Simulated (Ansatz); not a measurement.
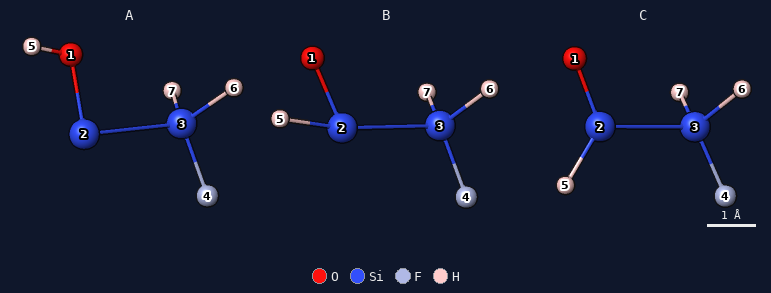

3 geometries from a converged minimum-energy path of Si2H3OF, shuffled. A ball-and-stick model, seen at a tilt.

These are results of RKS PBE-D4/6-31G* in Ansatz 0.2.0, not measurements. Set-up: 9 movable images; climbing image; force threshold 0.05 eV/Å; iteration limit 60; starting path through a guess of the saddle point.

Q: Which frame is the transition state?

A: B. In order along the path, whose images run from 0 to 10: C (image 1, +0.6 kcal/mol), B (image 5, +52.0 kcal/mol), A (image 9, +4.0 kcal/mol). A hydrogen atom shifts from one atom to another. Breaking: Si2–H5 (1.52 → 1.55 at the top → 2.26 Å). Forming: O1–H5 (2.70 → 1.52 at the top → 0.98 Å).
